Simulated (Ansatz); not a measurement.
# SiH3OF (SMILES O[SiH2]F): r2SCAN/aug-cc-pVDZ

Aim: the electronic atomisation energy of SiH3OF at r2SCAN/aug-cc-pVDZ, from 5 runs. 

The calculation is run with Ansatz 0.2.0.

72 further runs of the same task are left out: 72 set aside as unsound or not needed.

## Step 1: Starting point

SiH3OF: 6 atoms, total charge 0, spin state singlet. SMILES: `O[SiH2]F`. The coordinates come from a PBE0-D4/def2-TZVP relaxation. This is one conformer, not always the lowest.

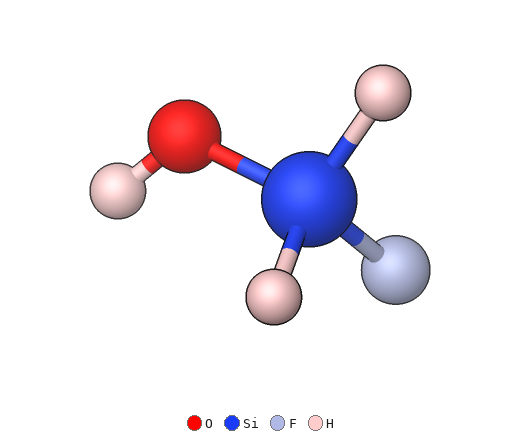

Viewed from a chosen angle; oxygen red, silicon blue, fluorine light blue, hydrogen pink.

## Step 2: A single-point energy at r2SCAN/aug-cc-pVDZ

run.yaml reads:

```yaml
crystal:
  periodic: [false, false, false]
  atoms:
    - {symbol: O, position_ang: [-0.853500, -0.209200, -0.924100]}
    - {symbol: Si, position_ang: [0.378300, -0.009300, 0.123900]}
    - {symbol: F, position_ang: [0.180800, -0.922800, 1.417800]}
    - {symbol: H, position_ang: [-1.714200, 0.150200, -0.705600]}
    - {symbol: H, position_ang: [1.595600, -0.458500, -0.575800]}
    - {symbol: H, position_ang: [0.455100, 1.385600, 0.617600]}
basis:
  gaussian:
    orbitals: aug-cc-pVDZ
accuracy: high
magnetization:
  spin_polarized: false
hamiltonian:
  xc: r2scan
output: {orbitals: {seedname: orbitals}}
```

Launch:

```bash
$ ansatz run run.yaml --threads 1 --pin off --max-ram 3480MiB --events-out events.jsonl --progress --plain --runs-dir runs
```

Output:

```text
Warning: RAYON_NUM_THREADS=1 ignored (pool sized by the plan → 1); use --threads N
Functional definition: r2SCAN
  name "r2SCAN"
  parameter k0 = 0.174
  parameter k1 = 0.065
  parameter a1 = 4.9479
  exchange = r2scan_x(k0 = k0, k1 = k1, a1 = a1)
  correlation = r2scan_c
2017 factors; integrals over basis functions are off by at most 3.4e-9 eV
mean field evaluation 1: about -12684.4120 eV, gradient 6.2e1 eV
mean field evaluation 2: about -12665.1300 eV, gradient 1.2e2 eV
mean field evaluation 4: about -12690.5121 eV, gradient 8.1e0 eV
mean field evaluation 8: about -12690.6101 eV, gradient 4.4e-2 eV
mean field evaluation 16: about -12690.6101 eV, gradient 1.0e-6 eV
mean field -12690.61007107 eV, -466.3713181075 hartree, gradient 3.5e-8 eV, S^2 0.000000; 0 other end points of the search recorded, 0 dependent functions left out
reference -12690.61007409 eV, -466.3713182182 hartree; 17, 17 occupied and 83, 83 virtual orbitals, 2017 factors
Total energy: -12690.61007409 eV, -466.3713182182 hartree
```

Run time: 13 s. Hardware: 1 thread of Arm Neoverse V2, shared host; peak memory 0.3 GiB.

## Step 3: The F atom, same level

run.yaml reads:

```yaml
crystal:
  periodic: [false, false, false]
  atoms:
    - {symbol: F, position_ang: [0.000000, 0.000000, 0.000000]}
basis:
  gaussian:
    orbitals: aug-cc-pVDZ
magnetization:
  spin_polarized: true
  initial_magnetization: 1
hamiltonian:
  xc: r2scan
accuracy: high
```

Run the same way, it converges to -99.69644 Eh (log not shown).

## Step 4: The H atom, same level

input.yaml reads:

```yaml
basis:
  gaussian:
    orbitals: aug-cc-pVDZ
crystal:
  periodic: [false, false, false]
  atoms:
    - {symbol: H, position_ang: [0.000000, 0.000000, 0.000000]}
magnetization:
  spin_polarized: true
  initial_magnetization: 1
hamiltonian:
  xc: r2scan
accuracy: high
```

Run the same way, it converges to -0.49947 Eh (log not shown).

## Step 5: The O atom, same level

run.yaml reads:

```yaml
crystal:
  periodic: [false, false, false]
  atoms:
    - {symbol: O, position_ang: [0.000000, 0.000000, 0.000000]}
basis:
  gaussian: {orbitals: aug-cc-pVDZ}
magnetization: {spin_polarized: true, initial_magnetization: 2}
hamiltonian: {xc: r2scan}
accuracy: high
```

Run the same way, it converges to -75.03927 Eh (log not shown).

## Step 6: The Si atom at the same level

in.yaml reads:

```yaml
basis:
  gaussian:
    orbitals: aug-cc-pVDZ
crystal:
  periodic: [false, false, false]
  atoms:
    - {symbol: Si, position_ang: [0.000000, 0.000000, 0.000000]}
magnetization:
  spin_polarized: true
  initial_magnetization: 2
hamiltonian:
  xc: r2scan
accuracy: high
```

Launch:

```bash
$ ansatz run in.yaml --threads 1 --pin off --max-ram 3480MiB --events-out events.jsonl --progress --plain --runs-dir runs
```

Output, shortened:

```text
Warning: RAYON_NUM_THREADS=1 ignored (pool sized by the plan → 1); use --threads N
[... 7 set-up lines as earlier in the session ...]
231 factors; integrals over basis functions are off by at most 3.2e-9 eV
mean field evaluation 1: about -7873.2011 eV, gradient 3.0e0 eV
mean field evaluation 2: about -7873.3200 eV, gradient 1.0e0 eV
mean field evaluation 4: about -7873.3288 eV, gradient 2.4e-1 eV
mean field evaluation 8: about -7873.3295 eV, gradient 2.4e-4 eV
mean field evaluation 16: about -7873.3295 eV, gradient 2.8e-8 eV
mean field evaluation 32: about -7873.3295 eV, gradient 2.8e-8 eV
mean field -7873.32945093 eV, -289.3395205871 hartree, gradient 2.8e-8 eV, S^2 2.008565; 1 other end points of the search recorded, 0 dependent functions left out
reference -7873.32945892 eV, -289.3395208808 hartree; 8, 6 occupied and 19, 21 virtual orbitals, 231 factors
Total energy: -7873.32945892 eV, -289.3395208808 hartree
```

It took 3.9 s on 1 thread of Arm Neoverse V2, shared host; peak memory 0.14 GiB.

## Step 7: Summary of results

At r2SCAN/aug-cc-pVDZ:

| quantity | value |
| --- | --- |
| molecule: total energy | -466.37132 Eh |
| molecule: HOMO energy | -8.20 eV |
| molecule: LUMO energy | -0.39 eV |
| molecule: HOMO–LUMO gap | 7.80 eV |
| F atom: total energy | -99.69644 Eh |
| F atom: ⟨S²⟩ | 0.752 |
| H atom: total energy | -0.49947 Eh |
| H atom: ⟨S²⟩ | 0.750 |
| O atom: total energy | -75.03927 Eh |
| O atom: ⟨S²⟩ | 2.005 |
| Si atom: total energy | -289.33952 Eh |
| Si atom: ⟨S²⟩ | 2.009 |
| electronic atomisation energy | 21.706 eV |

Taking the molecule apart into free atoms costs 21.71 eV (501 kcal/mol), before zero-point energy and without spin-orbit coupling.
